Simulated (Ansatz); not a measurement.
CH8O3Si2 (SMILES CO[SiH](O)O[SiH3])

```yaml
atoms:
  - { symbol: C, position_ang: [2.2858, 0.8838, 0.5119] }
  - { symbol: O, position_ang: [0.9124, 0.5791, 0.6908] }
  - { symbol: Si, position_ang: [0.2475, -0.6209, -0.2382] }
  - { symbol: O, position_ang: [0.8937, -2.0683, 0.2276] }
  - { symbol: O, position_ang: [-1.3818, -0.6745, -0.0203] }
  - { symbol: Si, position_ang: [-2.7065, 0.2275, -0.4185] }
  - { symbol: H, position_ang: [2.4892, 1.2253, -0.5096] }
  - { symbol: H, position_ang: [2.9209, 0.0251, 0.7583] }
  - { symbol: H, position_ang: [2.5446, 1.6987, 1.1954] }
  - { symbol: H, position_ang: [0.5671, -0.3793, -1.6601] }
  - { symbol: H, position_ang: [0.5661, -2.3846, 1.0824] }
  - { symbol: H, position_ang: [-2.6043, 1.5811, 0.1782] }
  - { symbol: H, position_ang: [-3.9279, -0.4388, 0.0959] }
  - { symbol: H, position_ang: [-2.8068, 0.3458, -1.8937] }
```

Not at a stationary point (largest force 0.6 eV/Å).

The calculation used Ansatz, SCF r2SCAN, Gaussian basis.

### What can the converged electron density and electron localisation function tell about the bonding?

C–O (1.42 Å): ρ is about 1.9 e/Å³ halfway, with its minimum of 1.7 e/Å³ about 0.5 Å from C; the ELF peaks at about 0.85 between the atoms; a shared but strongly polarised pair.
Si–O (1.64 Å): ρ at the midpoint is about 1.1 e/Å³; the ELF peaks at about 0.85 between the atoms (a shared but strongly polarised pair).
C–H (1.09 Å): ρ is about 2 e/Å³ halfway; the ELF climbs to about 1 towards the hydrogen, as it does in any bond to H (a covalent bond by its length).

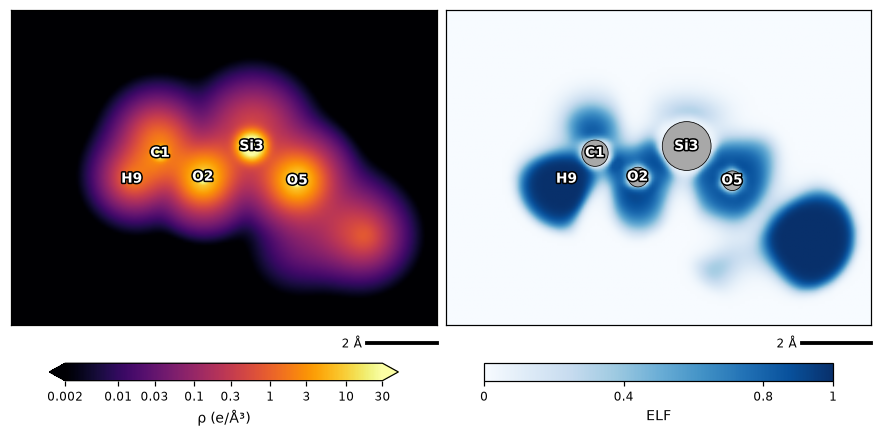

Computed electron density and electron localisation function on the plane of atoms O2, Si3 and O5, in this order. Grey discs cover the atomic cores in the ELF map. 
